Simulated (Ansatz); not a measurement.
# Profile along the Au–Au line in Au (fcc, Cu type)

Au (fcc, Cu type)

```yaml
crystal:
  lattice:
    - [0.00000, 2.06204, 2.06204]
    - [2.06204, 0.00000, 2.06204]
    - [2.06204, 2.06204, 0.00000]
  atoms:
    - { symbol: Au, position: [0.00000, 0.00000, 0.00000] }
```

Fields along a shortest Au–Au line of a {100} plane (2.92 Å), from Au to Au, interpolated on the slice's grid (step about 0.1 Å). These are r2SCAN (plane waves to 500 eV, PAW, scalar-relativistic; Ansatz, an electronic-structure program) values and carry that method's errors. k mesh 19×19×19. Near the nuclei the fields are pseudised (PAW); where an atom keeps semicore shells as valence, they peak there. Au was relaxed with its symmetry unable to fall. Spin-orbit coupling is left out, though Au is heavy.

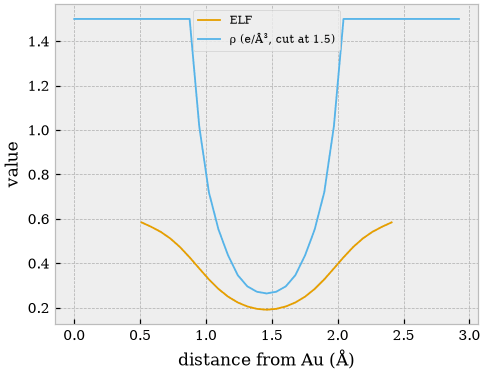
Figure: ELF (away from the nuclei) and valence density from Au to Au.

Density on the Au–Au line (2.92 Å) at its midpoint: 0.26 e/Å³. ELF at that point: 0.19.
